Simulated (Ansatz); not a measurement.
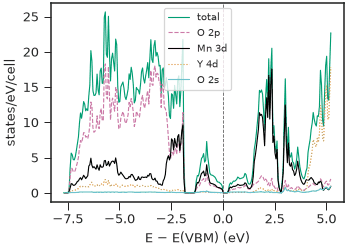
Figure. Total and projected density of states of YMnO3 in space group Pnma (No. 62; Y on 4c, Mn on 4a, O on 4c, O on 8d), plane-wave PAW r²SCAN (Ansatz code)

Which orbitals carry the states next to the gap?

Top 1 eV of the valence band: Mn 3d 53 %, O 2p 39 %. Bottom 1 eV of the conduction band: Mn 3d 53 %, O 2p 35 %, O 2s 5 %. Projections are on Löwdin-orthogonalised atomic valence shells; empty p or d shells of many metals are not among them.

Where is the tallest occupied peak in this window, and what makes it?

Near -5.7 eV, about 26 states/eV per cell; the largest projected share is O 2p.

A made-up cell: these elements were put on the sites of a structure type; the Crystallography Open Database copy checked does not list it. COD files the formula under space group No. 185, 194, so this cell is another polymorph or a model. Its standing as an ambient phase is unchecked. The r²SCAN relaxation kept the symmetry of its start; whether a distortion lowers the energy is not shown. Magnetic state: ferromagnetic, chosen from 2 collinear starts compared on coarse meshes (ties went to the first, and starts can fall back to one state), not a proven ground state. The program gave a warning on the electronic state, which may not be the lowest. No Hubbard U is applied. Scalar-relativistic: spin–orbit coupling is off unless named, which matters more the heavier the elements.

Potentials: the later of the program's two PAW sets.
